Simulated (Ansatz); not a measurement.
Response to strain in CrCl3

Base system: CrCl3 (space group C2/m, No. 12; a = 5.963 Å, b = 10.322 Å, c = 6.080 Å, α = 90.00°, β = 108.51°, γ = 90.00°; ferromagnetic; a cell from a computed database, its experimental status unchecked; layered, stacked along the Cartesian z axis).

Strains are applied to the cell and any free atomic positions relax.

The values are results of r2SCAN+rVV10, PAW, 500 eV (Ansatz, an electronic-structure program; scalar-relativistic without spin-orbit coupling), not measurements.

Notes on the quantities. energy relative to the base: free energy F.

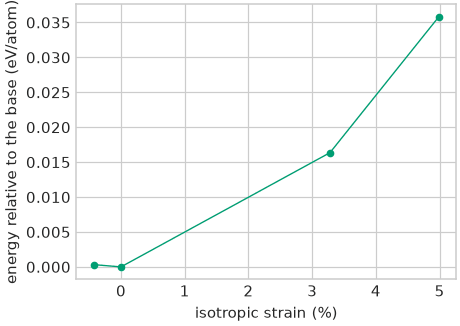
Figure: Energy relative to the base against isotropic strain

### Question
From the plot, what is the energy relative to the base for isotropic strain +3.28 %?

### Answer
About 0.016 eV/atom.

### Question
Is the trend monotonic over the range shown?

### Answer
No, it turns within the range, spanning 0 meV/atom to +36 meV/atom.

Whether these cells are dynamically stable was not tested. No Hubbard U is applied and the magnetic state is the run's own (CrCl3 ferromagnetic); small cells can't hold the antiferromagnetic order that many such compounds have, so gaps and moments can be off. The base started in P-1 and relaxed to C2/m at this level.
